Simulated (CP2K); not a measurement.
# CH5BS (BH2(SMe)) at PM3

What is the vertical electron affinity of CH5BS (BH2(SMe)) at PM3? 

Program for the calculation: CP2K 2026.2.

3 further runs of the same task are left out: 1 that didn't finish, 2 set aside as unsound or not needed.

## Step 1: Starting point

CH5BS has 8 atoms, charge 0, and is taken as a singlet. SMILES: `[H]B([H])SC`. The coordinates come from a GFN2-xTB relaxation.

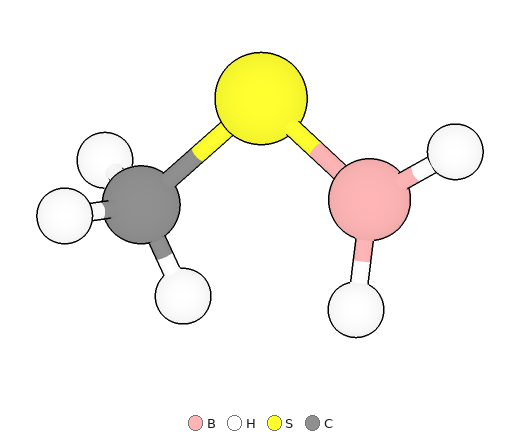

Viewed from a chosen angle; boron pink, hydrogen white, sulfur yellow, carbon grey.

## Step 2: Energy and gradient at PM3

File molecule.xyz:

```xyz
8

B      0.504820     1.076520    -1.039970
H      1.392850     1.121670    -0.282150
H      0.461190     1.736030    -2.001130
S     -0.823740    -0.020990    -0.781410
C     -0.431520    -0.855950     0.800170
H      0.641880    -0.891960     0.946010
H     -0.840650    -1.858890     0.749880
H     -0.904820    -0.306430     1.608590
```

File calc.inp:

```
&global
    project calc
    run_type ENERGY_FORCE
    print_level MEDIUM
&end global
&force_eval
    method QUICKSTEP
    &dft
        &qs
            method PM3
            eps_default 1.0E-10
            &se
                &coulomb
                    cutoff [angstrom] 50
                    rc_range [angstrom] 0
                &end coulomb
                &exchange
                    cutoff [angstrom] 50
                    rc_range [angstrom] 0
                &end exchange
            &end se
        &end qs
        &poisson
            periodic NONE
            poisson_solver ANALYTIC
        &end poisson
        &scf
            scf_guess ATOMIC
            eps_scf 1.0E-07
            max_scf 30
            &ot
                minimizer CG
                preconditioner FULL_ALL
            &end ot
            &outer_scf
                eps_scf 1.0E-07
                max_scf 8
            &end outer_scf
        &end scf
        &print
            &moments
                periodic F
                reference COM
                max_moment 1
            &end moments
            &mo_cubes
                nlumo 1
                nhomo -1
                write_cube F
            &end mo_cubes
            &hirshfeld OFF
            &end hirshfeld
        &end print
    &end dft
    &subsys
        &cell
            abc 12.3 13.6 13.6
            periodic NONE
        &end cell
        &topology
            coord_file_name molecule.xyz
            coord_file_format XYZ
            &center_coordinates
            &end center_coordinates
        &end topology
    &end subsys
    &print
        &forces ON
        &end forces
    &end print
&end force_eval
```

On the command line:

```sh
OMP_NUM_THREADS=1 cp2k.psmp calc.inp > calc.out
```

The log of the run, cut to the lines that bear on the results:

```text
CP2K| version string:                                       CP2K version 2026.2
[...]
 GLOBAL| Method name                                                        CP2K
[...]
 GLOBAL| Run type                                                   ENERGY_FORCE
[...]
                             - Atoms:                                          8
[...]
                             - Spherical basis functions:                     17
[...]
 Number of electrons:                                                         18
[...]
     1 OT CG       0.15E+00    0.0     0.38529951       -12.9135259801 -1.29E+01
[...]
     7 OT CG       0.42E+00    0.0     0.00000004       -16.1544545915 -7.25E-13
  *** SCF run converged in     7 steps ***
  Core-core repulsion energy [eV]:                            770.39082305203181
  Core Hamiltonian energy [eV]:                              -646.22451461085200
  Two-electron integral energy [eV]:                        -1127.50274664824656
  Electronic energy [eV]:                                   -1209.97588793497516
  Total energy [eV]:                                         -439.58506488294347
  Atomic reference energy [eV]:                               439.63125235912133
  Heat of formation [kcal/mol]:                                 1.06510858802216
[...]
 SE_DIPOLE| Moment [Debye]         -1.25390087       0.03165508      -1.28290134
 SE_DIPOLE| Derivative [a.u.]       0.00000000       0.00000000       0.00000000
 *** WARNING in qs_scf_post_se.F:140 :: Printing of MO cube files not ***
 *** implemented for Semi-Empirical method.                           ***
 ENERGY| Total FORCE_EVAL ( QS ) energy [hartree]            -16.154454591512081
 FORCES| Atomic forces [hartree/bohr]
 FORCES|   Atom     x               y               z               |f|
 FORCES|      1 -5.97813008E-03 -7.98659453E-03  5.01805966E-03   1.11671238E-02
 FORCES|      2  8.19575769E-03  4.71949982E-03  1.54265677E-03   9.58247946E-03
 FORCES|      3  2.75919886E-03  6.39233098E-03 -6.20420567E-03   9.32562286E-03
 FORCES|      4 -4.86475192E-03 -5.67496153E-03  2.83460392E-03   7.99412153E-03
 FORCES|      5 -3.83103660E-03  1.21187021E-02 -1.75739144E-02   2.16882975E-02
 FORCES|      6  5.54684869E-03 -2.95534076E-03  5.41524992E-03   8.29617388E-03
 FORCES|      7 -1.33441010E-03 -6.37963022E-03  2.19574866E-03   6.87761908E-03
 FORCES|      8 -4.93476536E-04 -2.34005811E-04  6.77180117E-03   6.79378899E-03
 FORCES| Sum     1.94289029E-16 -2.77555756E-16 -8.32667268E-17
 FORCES| Total atomic force                                       3.48882176E-16
[...]
```

Wall time 0.89 s (1 thread of Arm Neoverse N1, shared host); peak memory 0.14 GiB.

## Step 3: The doublet anion, same level

molecule.xyz is that of step 2.

File run.inp:

```
&GLOBAL
  PROJECT_NAME run
  RUN_TYPE ENERGY_FORCE
  PRINT_LEVEL MEDIUM
&END GLOBAL
&FORCE_EVAL
  METHOD QUICKSTEP
  &DFT
    CHARGE -1
    MULTIPLICITY 2
    UKS T
    &QS
      METHOD PM3
      EPS_DEFAULT 1.0E-10
      &SE
        &COULOMB
          CUTOFF [angstrom] 50
          RC_RANGE [angstrom] 0
        &END COULOMB
        &EXCHANGE
          CUTOFF [angstrom] 50
          RC_RANGE [angstrom] 0
        &END EXCHANGE
      &END SE
    &END QS
    &POISSON
      PERIODIC NONE
      POISSON_SOLVER ANALYTIC
    &END POISSON
    &SCF
      SCF_GUESS ATOMIC
      EPS_SCF 1.0E-07
      MAX_SCF 80
      ADDED_MOS 2
      &DIAGONALIZATION
        ALGORITHM STANDARD
      &END DIAGONALIZATION
      &MIXING
        METHOD DIRECT_P_MIXING
        ALPHA 0.4
      &END MIXING
    &END SCF
    &PRINT
      &MOMENTS
        PERIODIC F
        REFERENCE COM
        MAX_MOMENT 1
      &END MOMENTS
      &MO ON
        ENERGIES T
        OCCUPATION_NUMBERS T
        NDIGITS 6
        &EACH
          QS_SCF 0
        &END EACH
        ADD_LAST NUMERIC
      &END MO
      &HIRSHFELD OFF
      &END HIRSHFELD
    &END PRINT
  &END DFT
  &SUBSYS
    &CELL
      ABC 12.3 13.6 13.6
      PERIODIC NONE
    &END CELL
    &TOPOLOGY
      COORD_FILE_NAME molecule.xyz
      COORD_FILE_FORMAT XYZ
      &CENTER_COORDINATES
      &END CENTER_COORDINATES
    &END TOPOLOGY
  &END SUBSYS
  &PRINT
    &FORCES ON
    &END FORCES
  &END PRINT
&END FORCE_EVAL
```

On the command line:

```sh
OMP_NUM_THREADS=1 cp2k.psmp -i run.inp -o run.out
```

The log of the run, cut to the lines that bear on the results:

```text
CP2K| version string:                                       CP2K version 2026.2
[...]
 GLOBAL| Method name                                                        CP2K
[...]
 GLOBAL| Run type                                                   ENERGY_FORCE
[...]
                             - Atoms:                                          8
[...]
                             - Spherical basis functions:                     17
[...]
 Number of electrons:                                                         10
[...]
     1 P_Mix/Diag. 0.40E+00    0.0     0.41839105       -12.2422813039 -1.22E+01
[...]
    56 DIIS/Diag.  0.62E-07    0.0     0.00000010       -16.1732920001 -9.95E-14
  *** SCF run converged in    56 steps ***
  Core-core repulsion energy [eV]:                            770.39082305203181
  Core Hamiltonian energy [eV]:                              -668.62493864116846
  Two-electron integral energy [eV]:                        -1083.72708249761899
  Electronic energy [eV]:                                   -1210.48847988997795
  Total energy [eV]:                                         -440.09765683794615
  Atomic reference energy [eV]:                               439.63125235912133
  Heat of formation [kcal/mol]:                               -10.75554364511085
[...]
 ENERGY| Total FORCE_EVAL ( QS ) energy [hartree]            -16.173292000065313
 FORCES| Atomic forces [hartree/bohr]
 FORCES|   Atom     x               y               z               |f|
 FORCES|      1 -1.68107362E-02 -1.79747102E-02  9.03519949E-03   2.62169008E-02
 FORCES|      2  1.13541648E-02  5.96154425E-03  2.27672258E-03   1.30246126E-02
 FORCES|      3  3.58188400E-03  7.84363910E-03 -7.36350810E-03   1.13390396E-02
 FORCES|      4  2.08540452E-03  7.36556643E-04  4.36054984E-04   2.25423416E-03
 FORCES|      5 -5.07431593E-03  1.17374269E-02 -1.92325530E-02   2.30956049E-02
 FORCES|      6  5.19393589E-03 -1.68782245E-03  4.73424322E-03   7.22763956E-03
 FORCES|      7 -6.81575800E-04 -6.16882799E-03  3.50386956E-03   7.12713731E-03
 FORCES|      8  3.51238752E-04 -4.47806251E-04  6.60997123E-03   6.63442679E-03
 FORCES| Sum     6.93889390E-17 -2.49800181E-16 -1.66533454E-16
 FORCES| Total atomic force                                       3.08136895E-16
[...]
```

Run time: 0.56 s. Hardware: 1 thread of Arm Neoverse N1, shared host; peak memory 0.14 GiB.

## Step 4: Results

Level: PM3.

| quantity | value |
| --- | --- |
| singlet CH5BS: total energy | -16.15445 Eh |
| singlet CH5BS: dipole moment | 1.79 D |
| singlet CH5BS: heat of formation at this unrelaxed shape | 1.1 kcal/mol |
| singlet CH5BS: largest force on an atom | 1.115 eV/Å |
| doublet anion: total energy | -16.17329 Eh |
| doublet anion: HOMO energy (highest over α and β) | -0.91 eV |
| doublet anion: LUMO energy (lowest over α and β) | 4.53 eV |
| doublet anion: heat of formation at this unrelaxed shape | -10.8 kcal/mol |
| doublet anion: largest force on an atom | 1.348 eV/Å |
| vertical electron affinity (to the doublet anion) | 0.513 eV |

In words: At fixed nuclei the extra electron is bound by 0.51 eV (49.5 kJ/mol). The largest force (singlet CH5BS) is 1.12 eV/Å: the shape isn't a stationary point for this species at this level. A minimal valence basis can't be trusted even for the sign of an electron affinity.
